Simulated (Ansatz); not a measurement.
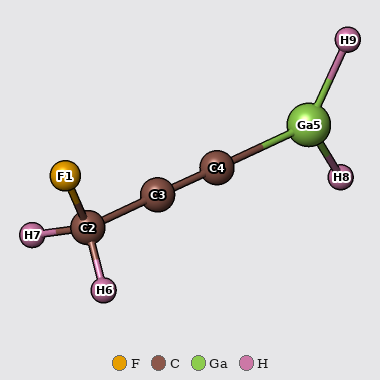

The system is C3H4FGa, SMILES FCC#[C][GaH2]; the picture shows the reference structure. The first coordinate is: angle C2–C3–C4 (carried through 180); the second: change of the bonds C3–C2, C3–C4, all alike. Nothing is relaxed (all other coordinates rigid). The scan uses an 11 × 11 grid. Points are written as (first, second). All energies are given in kJ/mol relative to the relaxed molecule at the same level. The calculation used RKS SPW92 (LDA)/def2-TZVP (Ansatz 0.2.0).

Its coordinates:

```yaml
atoms:
  - { symbol: F, position_ang: [2.0199, 1.9452, -0.1609] }
  - { symbol: C, position_ang: [1.6784, 0.7461, -0.7533] }
  - { symbol: C, position_ang: [0.4675, 0.1991, -0.2161] }
  - { symbol: C, position_ang: [-0.5617, -0.2783, 0.2315] }
  - { symbol: Ga, position_ang: [-2.1542, -1.0024, 0.9350] }
  - { symbol: H, position_ang: [1.5700, 0.9189, -1.8424] }
  - { symbol: H, position_ang: [2.5172, 0.0377, -0.6047] }
  - { symbol: H, position_ang: [-2.6542, -2.3573, 0.3537] }
  - { symbol: H, position_ang: [-2.8830, -0.2090, 2.0572] }
```

Range: angle C2–C3–C4 (carried through 180) from 140 to 220°; change of the bonds C3–C2, C3–C4, all alike from −0.146 to 0.225 Å.

### Predict the map.

The lowest grid point is at (180°, 0.003 Å), 0.07 kJ/mol from the relaxed molecule at the same level. No other kind of well shows on this grid. The highest grid point, (220°, −0.146 Å), lies 261 kJ/mol above the lowest. Round the minimum the two coordinates are nearly uncoupled.

```
second ↓, first →  140  148  156  164  172  180  188  196  204  212  220
            0.225  226  220  216  213  211  210  211  213  216  221  228
            0.188  177  170  164  160  158  157  158  160  165  171  180
            0.151  133  124  117  112  109  108  109  113  118  126  136
            0.114   95   84   76   70   67   66   67   71   78   87   99
            0.077   66   54   44   37   33   32   34   38   46   56   71
            0.040   48   34   23   15   11    9   11   16   25   37   53
            0.003   44   28   15    7    2    0    2    8   18   32   50
           −0.034   58   39   25   15   10    8   10   17   28   44   65
           −0.072   94   73   57   46   40   38   41   48   61   78  102
           −0.109  156  133  115  103   96   94   97  105  119  139  165
           −0.146  250  225  205  191  184  181  185  194  210  232  261
```

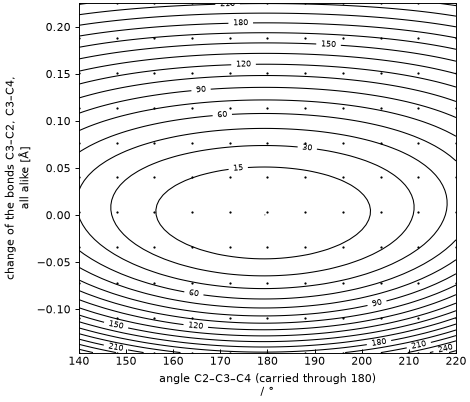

In the figure: contour lines labelled in kJ/mol, dots at the grid points. Between grid points the surface is interpolated.

Each point was launched as `ansatz run input.yaml --threads 1 --pin off --max-ram 2560MiB --backend cpu --events-out ev --progress --plain --runs-dir out`. The whole map (121 points run) took 7.7 min on 1 thread of Arm Neoverse V2 (shared host).
